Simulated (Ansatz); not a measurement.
# Pressure series in LiNbO3

Base system: LiNbO3 (space group R3c, No. 161; a = 5.190 Å, c = 14.016 Å (hexagonal axes)).

Cell and atoms are relaxed at each pressure.

All numbers come from PBE/PAW in Ansatz (an electronic-structure program), no spin-orbit coupling.

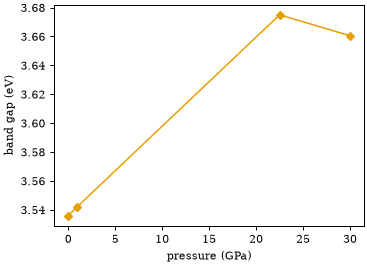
Fig. 1. Band gap against pressure

Q: From the plot, what is the band gap for pressure 30 GPa?

A: About 3.66 eV.

Q: Is the trend monotonic over the range shown?

A: No, it turns within the range, spanning 3.54 eV to 3.67 eV.

Load acts through the strain it causes; cell and atoms are relaxed under it. Stability against distortions was not tested. Competing high-pressure phases were not computed.
